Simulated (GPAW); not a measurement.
# Surface energy and work function of Ca(111) from slabs of 3 to 12 layers (PBE)

How do energy and work function of Ca(111) films settle with thickness, and what surface energy follows?

**Method.** GPAW 26.7.0, plane waves at 450 eV with PAW setups; symmetric 1×1 slabs cut at the tabulated lattice constant (two decimals; low-temperature values for the alkali metals), atoms at bulk places, 7.5 Å of vacuum on each side, one in-plane mesh for all thicknesses, Fermi-Dirac smearing of 0.1 eV. Energies are extrapolated to zero smearing and count from the program's reference atoms. Functional PBE. The cell's area is 13.482 Å².

What came out, but for one run:

```tsv
layers	energy (eV)	work function (eV)
3	−5.3068	3.01
4	−7.3377	3.01
5	−9.3660	3.01
6	−11.3972	3.01
7	−13.4262	3.00
8	−15.4548	3.00
9	−17.4841	3.00
10	−19.5134	2.99
11	−21.5417	3.00
12	?	?
```

To predict: What surface energy do these runs give, and what energy and work function should the 12-layer slab have?

Worked answer. A slab of n layers has E(n) = nε + 2Aγ once its middle is bulk-like. A line through n = 6 to 11 has the slope ε = −2.0290 eV a layer and the intercept 2Aγ = 0.7765 eV (r.m.s. residual 0.2 meV). So γ = 0.7765 / (2 × 13.482 Å²) = 0.0288 eV/Å² = 0.46 J/m², with a standard error of under 0.01 J/m² from the scatter about the line. For 12 layers: 0.7765 + 12 × (−2.0290) = −23.571 eV; the run gives −23.571 eV, 0.1 meV under the line. The work function has no such law: from 6 to 11 layers it moves between 2.99 and 3.01 eV (mean 3.00), and the 12-layer slab gives 3.00 eV. The thinnest slab, 3 layers, lies +0.01 eV from that mean.

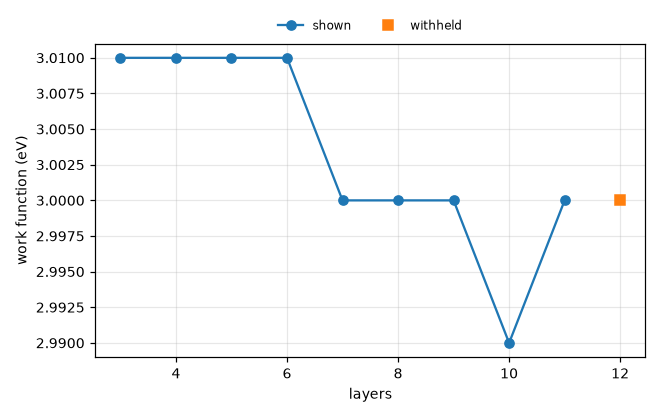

Work function against thickness.

Caveats: The surfaces are unrelaxed, so γ is an upper bound for this functional and lattice constant. The tabulated lattice constant isn't the functional's own, which strains the slab a little.

[Logs are printed without paths, hosts, clocks, repeated set-up lines and the standing remarks that a program may print on its own settings, such as how far it seeks lower states.]
